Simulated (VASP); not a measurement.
Band structure of AlAs (relaxed from the wurtzite structure, space group P6_3mc). Level of theory: PBEsol GGA, VASP's PBE PAW potentials (set 64) (plane waves; VASP).

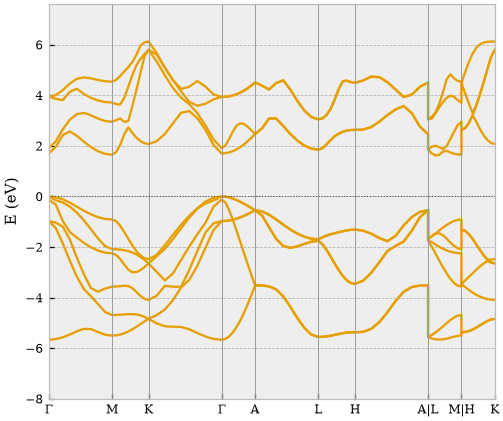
Bands along high-symmetry lines, zero at the valence-band maximum or, without a gap, the Fermi level

Read the plot: is there a gap, and where are the band edges?

The gap is indirect, 1.62 eV, from the valence maximum at Γ to the conduction minimum at L-M at 0.22. (Edges off the drawn lines would not show.)

The structure was generated: AlAs was put into the wurtzite type (P6_3mc), which need not be its known phase. It was relaxed first, which changed the volume by +8 %.
